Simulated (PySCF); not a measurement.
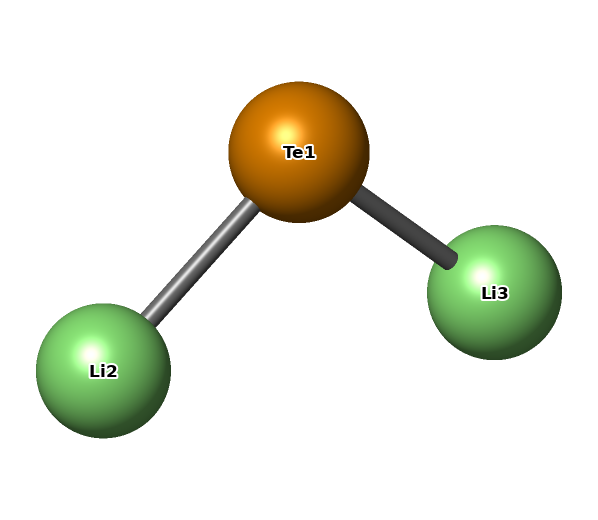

The thickness of each stick grows with its Mayer bond order. The computed structure is the end point of a PBE0/def2-TZVP with core potentials optimisation. Level of theory: PBE0/def2-TZVP, core potentials on Te (PySCF 2.14.0).

List the Mayer bond orders of Te1–Li2 (one bond of each equivalent set).

```
   bond  Mayer order  length (Å)
Te1–Li2         0.78       2.425
```
